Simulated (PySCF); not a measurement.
Vertical excitations of a molecule H8N2OSi2 from TDDFT-PBE/def2-SVPD in PySCF, as energy in eV (oscillator strength): 5.40 (0.016), 5.87 (0.055), 6.02 (0.062), 6.25 (0.012), 6.48 (0.030), 6.64 (0.014), 6.67 (0.001), 6.86 (0.040), 6.89 (0.010), 7.12 (0.007). Lowest triplet (TDA): 5.14 eV. Coordinates come from a PBE-D3(BJ)/def2-SVP optimisation. The values are those of a single conformer.

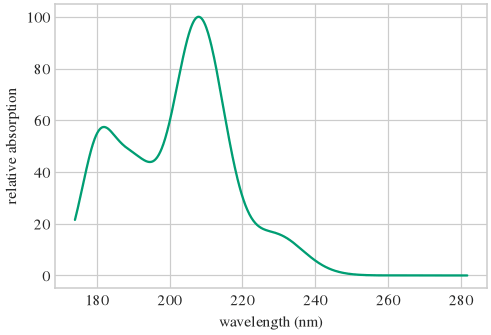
Fig. 1. The lines broadened by 0.4 eV.

### Question
Which molecule gave these data?
A) N[SiH2]O[SiH2]N
B) N[SiH2][Si@@H](N)O
C) N[Si](N)(O)[SiH3]
D) N[SiH2]N[SiH2]O

### Answer
D, N[SiH2]N[SiH2]O
